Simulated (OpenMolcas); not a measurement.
## Multiconfigurational calculation for Ni²⁺ complex

System: Ni²⁺ with 6 ligands (F; tetragonal octahedron, 1.91 Å), neutralised by 6 outer point charges of +0.67 e, whose field is part of the energies.
Method: state-averaged CASSCF, active space 8 electrons in the shell 3d, basis ANO-RCC-VDZP on the metal and ANO-RCC-VDZP on the ligands, DKH2 scalar Hamiltonian, spin-orbit coupling by RASSI with atomic mean-field integrals (OpenMolcas).

**Output (extracts)**
```
--- SEWARD ---
Basis set label: NI.ANO-RCC...5S4P2D1F.

      Electronic valence basis set:
      ------------------
      Associated Effective Charge  28.000000 au
      Associated Actual Charge     28.000000 au
      Nuclear Model: Point charge

      Shell  nPrim  nBasis  Cartesian Spherical Contaminant
         s      21       5        X
         p      15       4        X
         d      10       2                 X
         f       6       1                 X
                  Relativistic Douglas-Kroll-Hess integrals:
                    - DKH order of Hamiltonian: 2
                    - DKH order of Properties : 0
                  Atomic mean-field integrals
--- RASSCF ---
Wave function specifications:
      -----------------------------

      Number of closed shell electrons          78
      Number of electrons in active shells       8
      Max number of holes in RAS1 space          0
      Max nr of electrons in RAS3 space          0
      Number of inactive orbitals               39
      Number of active orbitals                  5
      Number of secondary orbitals              74
      Spin quantum number                      1.0
      State symmetry                             1
Orbital specifications:
      -----------------------

      Symmetry species                           1   2
                                                ag  au
      Frozen orbitals                            0   0
      Inactive orbitals                         18  21
      Active orbitals                            5   0
      RAS1 orbitals                              0   0
      RAS2 orbitals                              5   0
      RAS3 orbitals                              0   0
      Secondary orbitals                        34  40
      Deleted orbitals                           0   0
      Number of basis functions                 57  61
      Number of CSFs                            10
      Number of root(s) required                10
      Iter CI   SX   CI       RASSCF       Energy    max ROT     max BLB   max BLB  Level Ln srch  Step   QN
          iter iter root      energy       change     param      element    value   shift minimum  type update
 Nr of preliminary CI iterations:   1
      Total energies have been shifted. Add                -2000.00 au
        1   1   11    0  -116.85514142    0.00E+00  -5.83E-02   16  50 1 -3.70E-01*  1.22   0.00    SX    NO
        2   1   11    0  -117.59455390   -7.39E-01*  3.63E-02    9  36 2 -1.09E-01*  0.89   0.00    SX    NO
        3   1   10    0  -117.66193146   -6.74E-02*  1.22E-02   15  49 1  4.57E-02*  0.86   0.00    SX    NO
        4   1   10    0  -117.66852063   -6.59E-03* -5.35E-03    6  30 1 -1.70E-02*  0.84   0.00    SX    NO
        5   1    9    0  -117.67020941   -1.69E-03* -4.48E-03    6  30 1 -1.17E-02*  0.85   1.86    LS   YES
        6   1    9    0  -117.67067237   -4.63E-04* -4.25E-03    4  32 2 -1.88E-02*  0.85   1.03    QN   YES
        7   1    9    0  -117.67107878   -4.06E-04*  1.33E-03   23  29 1 -4.17E-03*  0.84   0.98    QN   YES
        8   1    8    0  -117.67116147   -8.27E-05*  1.17E-03   15  49 1 -1.95E-03*  0.84   1.89    LS   YES
        9   1    8    0  -117.67118494   -2.35E-05* -2.99E-04   13  23 2 -7.34E-04*  0.84   1.01    QN   YES
       10   1    7    0  -117.67118899   -4.05E-06* -1.74E-04   18  24 1 -4.38E-04*  0.84   1.58    LS   YES
       11   1    7    0  -117.67118962   -6.28E-07*  1.27E-04   15  49 1  3.62E-04*  0.84   0.99    QN   YES
       12   1    7    0  -117.67119009   -4.72E-07*  8.43E-05   18  24 1 -1.63E-04*  0.84   1.29    QN   YES
       13   1    6    0  -117.67119016   -7.10E-08* -4.67E-05   18  24 1 -6.91E-05   0.84   1.34    QN   YES
       14   1    5    0  -117.67119017   -1.47E-08* -2.03E-05   18  30 1 -2.87E-05   0.84   1.33    QN   YES
       15   1    5    0  -117.67119018   -3.10E-09   9.88E-06   18  30 1 -1.33E-05   0.84   1.31    QN   YES
      Convergence after 15 iterations
       16   1    5    0  -117.67119018   -6.49E-10   9.88E-06   18  30 1 -5.25E-06   0.84   1.31    QN   YES
      Natural orbitals and occupation numbers for root  1
      sym 1:   2.000000   2.000000   1.000000   2.000000   1.000000
      Natural orbitals and occupation numbers for root  2
      sym 1:   2.000000   1.988424   1.988424   1.011576   1.011576
      Natural orbitals and occupation numbers for root  3
      sym 1:   1.988424   1.011576   2.000000   1.988424   1.011576
::    RASSCF root number  1 Total energy:  -2117.73312599
::    RASSCF root number  2 Total energy:  -2117.70861114
::    RASSCF root number  3 Total energy:  -2117.70861114
::    RASSCF root number  4 Total energy:  -2117.69571931
::    RASSCF root number  5 Total energy:  -2117.68504220
::    RASSCF root number  6 Total energy:  -2117.67932907
::    RASSCF root number  7 Total energy:  -2117.67932907
::    RASSCF root number  8 Total energy:  -2117.61527824
::    RASSCF root number  9 Total energy:  -2117.60342781
::    RASSCF root number 10 Total energy:  -2117.60342781
--- RASSCF ---
Wave function specifications:
      -----------------------------

      Number of closed shell electrons          78
      Number of electrons in active shells       8
      Max number of holes in RAS1 space          0
      Max nr of electrons in RAS3 space          0
      Number of inactive orbitals               39
      Number of active orbitals                  5
      Number of secondary orbitals              74
      Spin quantum number                      0.0
      State symmetry                             1
Orbital specifications:
      -----------------------

      Symmetry species                           1   2
                                                ag  au
      Frozen orbitals                            0   0
      Inactive orbitals                         18  21
      Active orbitals                            5   0
      RAS1 orbitals                              0   0
      RAS2 orbitals                              5   0
      RAS3 orbitals                              0   0
      Secondary orbitals                        34  40
      Deleted orbitals                           0   0
      Number of basis functions                 57  61
      Number of CSFs                            15
      Number of root(s) required                15
      Iter CI   SX   CI       RASSCF       Energy    max ROT     max BLB   max BLB  Level Ln srch  Step   QN
          iter iter root      energy       change     param      element    value   shift minimum  type update
 Nr of preliminary CI iterations:   1
      Total energies have been shifted. Add                -2000.00 au
        1   1    9    0  -117.58732990    0.00E+00   1.08E-02   22  28 1 -1.05E-02*  0.86   0.00    SX    NO
        2   1    8    0  -117.58764076   -3.11E-04*  5.36E-03    9  34 2 -6.44E-03*  0.86   0.00    SX    NO
        3   1    8    0  -117.58769706   -5.63E-05* -1.77E-03   22  28 1 -2.41E-03*  0.86   0.00    SX    NO
        4   1    8    0  -117.58770825   -1.12E-05*  1.03E-03    9  34 2 -1.40E-03*  0.86   0.00    SX    NO
        5   1    7    0  -117.58771063   -2.37E-06* -5.23E-04   22  28 1 -6.07E-04*  0.86   0.97    QN   YES
        6   1    7    0  -117.58771130   -6.72E-07*  1.23E-04   22  28 1 -1.14E-04*  0.86   1.26    QN   YES
        7   1    6    0  -117.58771134   -4.30E-08* -2.85E-05   21  24 1 -4.76E-05   0.86   1.17    QN   YES
        8   1    5    0  -117.58771135   -6.64E-09  -3.22E-05   21  24 1 -2.64E-05   0.86   1.71    QN   YES
      Convergence after  8 iterations
        9   1    5    0  -117.58771135   -3.40E-09  -3.22E-05   22  28 1  6.85E-06   0.86   1.71    QN   YES
      Natural orbitals and occupation numbers for root  1
      sym 1:   1.963044   1.592692   1.945620   1.945620   0.553024
      Natural orbitals and occupation numbers for root  2
      sym 1:   2.000000   1.070784   1.929216   1.929216   1.070784
      Natural orbitals and occupation numbers for root  3
      sym 1:   1.850503   2.000000   1.149497   1.850503   1.149497
::    RASSCF root number  1 Total energy:  -2117.65511880
::    RASSCF root number  2 Total energy:  -2117.64834835
::    RASSCF root number  3 Total energy:  -2117.62822373
::    RASSCF root number  4 Total energy:  -2117.62822373
::    RASSCF root number  5 Total energy:  -2117.61632383
::    RASSCF root number  6 Total energy:  -2117.60521345
::    RASSCF root number  7 Total energy:  -2117.59807926
::    RASSCF root number  8 Total energy:  -2117.58362111
::    RASSCF root number  9 Total energy:  -2117.58362111
::    RASSCF root number 10 Total energy:  -2117.57404459
::    RASSCF root number 11 Total energy:  -2117.57092815
::    RASSCF root number 12 Total energy:  -2117.57092815
::    RASSCF root number 13 Total energy:  -2117.57043603
::    RASSCF root number 14 Total energy:  -2117.56595489
::    RASSCF root number 15 Total energy:  -2117.41660508
--- RASSI ---
SPIN-FREE ENERGIES:
  (Shifted by EMIN (a.u.) =      -2117.7331259904)

 SF State       Relative EMIN(au)   Rel lowest level(eV)    D:o, cm**(-1)

     1             0.0000000000        0.0000000000              0.0000
     2             0.0245148539        0.6670831569           5380.3885
     3             0.0245148539        0.6670831569           5380.3885
     4             0.0374066766        1.0178875243           8209.8166
     5             0.0480837896        1.3084265697          10553.1720
     6             0.0537969215        1.4638888087          11807.0595
     7             0.0537969215        1.4638888087          11807.0595
    11             0.0780071907        2.1226837973          17120.5994
    12             0.0847776356        2.3069169868          18606.5403
    13             0.1049022608        2.8545359372          23023.3850
    14             0.1049022608        2.8545359372          23023.3850
    15             0.1168021565        3.1783485941          25635.1102
     8             0.1178477529        3.2068007232          25864.5921
    16             0.1279125363        3.4806774309          28073.5568
     9             0.1296981793        3.5292672528          28465.4601
    10             0.1296981793        3.5292672528          28465.4601
    17             0.1350467297        3.6748087219          29639.3312
    18             0.1495048843        4.0682351515          32812.5294
    19             0.1495048843        4.0682351515          32812.5294
    20             0.1590814035        4.3288255160          34914.3324
    21             0.1621978442        4.4136281860          35598.3121
    22             0.1621978442        4.4136281860          35598.3121
    23             0.1626899629        4.4270194176          35706.3196
    24             0.1671710965        4.5489572767          36689.8148
    25             0.3165209087        8.6129727013          69468.3098
     Dipole printing threshold changed to   1.00000000E+00
Eigenvalues of complex Hamiltonian:
   -----------------------------------
  (Shifted by EMIN (a.u.) =      -2117.7331259904)

 SO State       Relative EMIN(au)   Rel lowest level(eV)    D:o, cm**(-1)

     1            -0.0007628321        0.0000000000              0.0000
     2            -0.0006799960        0.0022540856             18.1804
     3            -0.0006799960        0.0022540856             18.1804
     4             0.0219396043        0.6177647645           4982.6089
     5             0.0224109434        0.6305905557           5086.0558
     6             0.0245021326        0.6874947127           5545.0188
     7             0.0245021326        0.6874947127           5545.0188
     8             0.0257564643        0.7216268174           5820.3128
     9             0.0265091712        0.7421090141           5985.5129
    10             0.0364111604        1.0115558666           8158.7483
    11             0.0370078646        1.0277930167           8289.7097
    12             0.0370078646        1.0277930167           8289.7097
    13             0.0458394040        1.2681114471          10228.0086
    14             0.0473696175        1.3097506753          10563.8516
    15             0.0473696175        1.3097506754          10563.8516
    16             0.0528519142        1.4589315683          11767.0767
    17             0.0545831608        1.5060411906          12147.0414
    18             0.0551580816        1.5216855810          12273.2219
    19             0.0551580816        1.5216855809          12273.2219
    20             0.0552372045        1.5238386246          12290.5874
    21             0.0557421300        1.5375783482          12401.4057
    22             0.0785587728        2.1584508280          17409.0800
    23             0.0851272063        2.3371870078          18850.6845
    24             0.1039682713        2.8498785071          22985.8203
    25             0.1039682713        2.8498785072          22985.8203
    26             0.1152743912        3.1575337011          25467.2268
    27             0.1176519403        3.2222301095          25989.0385
    28             0.1185429932        3.2464768919          26184.6020
    29             0.1185429932        3.2464768920          26184.6020
    30             0.1279657739        3.5028838176          28252.6633
    31             0.1284821164        3.5169342121          28365.9874
    32             0.1299568459        3.5570636474          28689.6531
    33             0.1301218718        3.5615542320          28725.8721
    34             0.1301218718        3.5615542321          28725.8721
    35             0.1308488370        3.5813359608          28885.4225
    36             0.1311809832        3.5903741193          28958.3202
    37             0.1356516202        3.7120263509          29939.5116
    38             0.1496684897        4.0934448008          33015.8589
    39             0.1496684897        4.0934448007          33015.8589
    40             0.1592010485        4.3528389389          35108.0137
    41             0.1622938365        4.4369979898          35786.8022
Weights of the five most important spin-orbit-free states for each spin-orbit state.

 SO State  Total energy (au)           Spin-free states, spin, and weights
 -------------------------------------------------------------------------------------------------------
    1        -0.000763       1 1.0  0.9744    2 1.0  0.0123    3 1.0  0.0123   15 0.0  0.0004    7 1.0  0.0003
    2        -0.000680       1 1.0  0.9794    2 1.0  0.0113    4 1.0  0.0061    3 1.0  0.0024   13 0.0  0.0004
    3        -0.000680       1 1.0  0.9794    3 1.0  0.0113    4 1.0  0.0061    2 1.0  0.0024   14 0.0  0.0004
    4         0.021940       2 1.0  0.4888    3 1.0  0.4888    5 1.0  0.0134    7 1.0  0.0033    6 1.0  0.0033
    5         0.022411       2 1.0  0.4947    3 1.0  0.4947    6 1.0  0.0051    7 1.0  0.0051   16 0.0  0.0005
    6         0.024502       3 1.0  0.9730    1 1.0  0.0129    5 1.0  0.0109    4 1.0  0.0021   14 0.0  0.0006
    7         0.024502       2 1.0  0.9730    1 1.0  0.0129    5 1.0  0.0109    4 1.0  0.0021   13 0.0  0.0006
    8         0.025756       3 1.0  0.4894    2 1.0  0.4894    4 1.0  0.0069    6 1.0  0.0060    7 1.0  0.0060
    9         0.026509       3 1.0  0.4821    2 1.0  0.4821    1 1.0  0.0249    6 1.0  0.0048    7 1.0  0.0048
   10         0.036411       4 1.0  0.9454    6 1.0  0.0206    7 1.0  0.0206    2 1.0  0.0057    3 1.0  0.0057
   11         0.037008       4 1.0  0.9555    7 1.0  0.0169    6 1.0  0.0169    1 1.0  0.0065    5 1.0  0.0014
   12         0.037008       4 1.0  0.9555    6 1.0  0.0169    7 1.0  0.0169    1 1.0  0.0065    5 1.0  0.0014
```

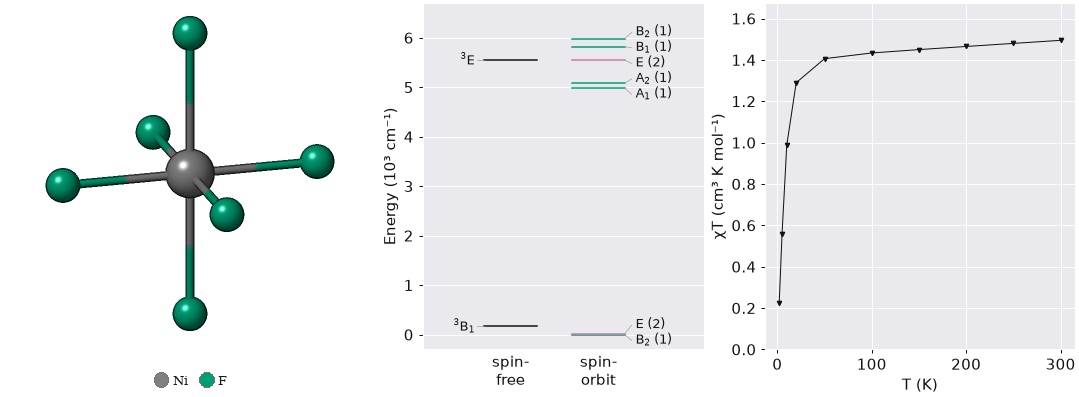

Ni²⁺ (3d⁸) with 6 ligands, F⁻, at 1.91 Å (arrangement: tetragonal octahedron, D4h), axial distortion 1.12, neutralised by outer point charges of +0.67 e, and its levels and susceptibility. Labels give the representation in O, Td, D4 or D3 as the site allows (double group for half-integer spin) where it could be assigned and, in brackets, the degeneracy; spin-free states, where drawn, share the zero of the spin-orbit levels. Powder susceptibility by Van Vleck's formula. The ground level is B₂, non-degenerate, 100 % from states of spin multiplicity 3. The next level lies at 18 cm⁻¹ (E). The lowest spin-free state is ³B₁, from the free-ion F term; of the same spin there follows at 5,380 cm⁻¹ (³E) above it. χT is 0.224 cm³ K mol⁻¹ at 2 K and 1.50 at 300 K, an effective moment of 3.46 μB. The active orbitals hold 94 to 99 % metal character (Löwdin), and the Mulliken charge of the metal is +1.63.

**The input**
```
&GATEWAY
Coord
7

Ni 0.0 0.0 0.0
F 1.910000 0.000000 0.000000
F 0.000000 1.910000 0.000000
F -1.910000 0.000000 0.000000
F 0.000000 -1.910000 0.000000
F 0.000000 0.000000 2.139200
F 0.000000 0.000000 -2.139200
Basis=Ni.ANO-RCC-VDZP,F.ANO-RCC-VDZP
Group=XYZ
NoMove
AngMom=0.0 0.0 0.0
AMFI
RICD
XField
3 Angstrom 0
4.510000 0.000000 0.000000 0.666667
0.000000 4.510000 0.000000 0.666667
0.000000 0.000000 4.739200 0.666667
&SEWARD
&RASSCF
FileOrb=start.orb
Symmetry=1
Spin=3
nActEl=8 0 0
Inactive=18 21
Ras2=5 0
CIRoot=10 10 1
SDav=10
CIMx=300
Iter=150 100
PrWF=0.3
OrbListing=Nothing
MaxOrb=0
LevShft=1.0
>>> COPY $Project.JobIph JOB001
&RASSCF
FileOrb=start.orb
Symmetry=1
Spin=1
nActEl=8 0 0
Inactive=18 21
Ras2=5 0
CIRoot=15 15 1
SDav=15
CIMx=300
Iter=150 100
PrWF=0.3
OrbListing=Nothing
MaxOrb=0
LevShft=1.0
>>> COPY $Project.JobIph JOB002
&RASSI
NrOfJobIphs=2 10 15
1 2 3 4 5 6 7 8 9 10
1 2 3 4 5 6 7 8 9 10 11 12 13 14 15
IphNames
JOB001
JOB002
EJob
SpinOrbit
DIPRint=1.0
SOCoupling=1000.0
Subsets=2
Property=9
'ANGMOM' 1 'ANGMOM' 2 'ANGMOM' 3 'MLTPL  1' 1 'MLTPL  1' 2 'MLTPL  1' 3
'AMFI' 1 'AMFI' 2 'AMFI' 3
SOProperty=3
'ANGMOM' 1 'ANGMOM' 2 'ANGMOM' 3
```

The file start.orb holds starting orbitals from an earlier step. A driver script formed the levels outside the program, from RASSI's spin-orbit matrix and the active-space energies, averaged over the components of each term or state.

Run as:
```bash
OMP_NUM_THREADS=1 MOLCAS_MEM=2457 MOLCAS_PROJECT=a pymolcas a.inp > a.log  # once for each step of the input, in one work folder
```

**Summary**

```
                                 quantity                                                                 value
                                  outcome                                                             converged
      energy of the lowest spin-free term                                                   −2117.73313 hartree
    energy of the lowest spin-orbit level                                                   −2117.73389 hartree
largest spread among components of a term                                                              0.0 cm⁻¹
                                 hardware  1 thread of Arm Neoverse V2, 24 GiB of memory available, shared host
                                wall time                                                                  11 s
                              peak memory                                                              0.18 GiB
```

**Remarks**

Without dynamic correlation the splittings between terms come out too large, often by 20 to 50 %. Caveats: distances are set from ionic radii, not optimised.
